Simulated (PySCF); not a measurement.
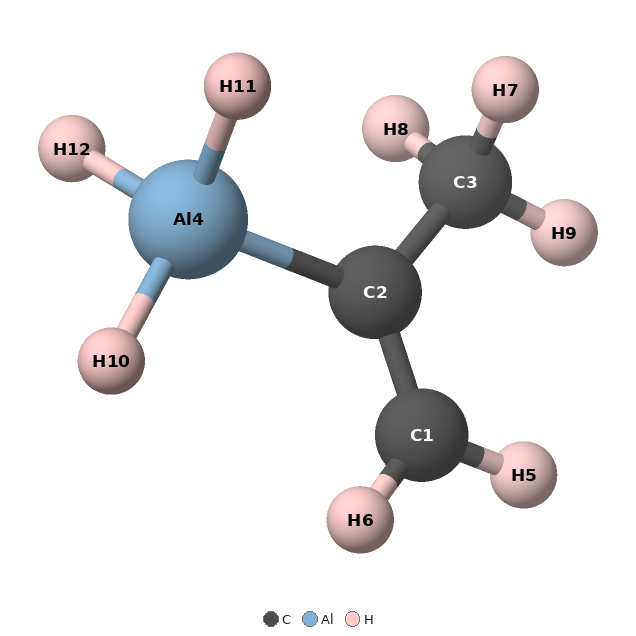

The species has charge −1 and is a spin singlet. The geometry was computed by an optimisation with PBE0-D3(BJ)/def2-SVP. No frequency run is at hand to confirm it as a minimum. Level of theory: delta-SCF UKS SCAN, pcX-2 on the ionised atom, pcseg-1 elsewhere, spin-free X2C (PySCF 2.14.0).

Give the core-electron binding energies (to vacuum; p and d levels without spin–orbit splitting) of C1 1s, C2 1s, C3 1s, Al4 1s, Al4 2p.

```json
{"atom": "C1", "level": "1s", "binding energy (eV)": "285.2"}
{"atom": "C2", "level": "1s", "binding energy (eV)": "284.8"}
{"atom": "C3", "level": "1s", "binding energy (eV)": "286.5"}
{"atom": "Al4", "level": "1s", "binding energy (eV)": "1559.8"}
{"atom": "Al4", "level": "2p", "binding energy (eV)": "73.6"}
```
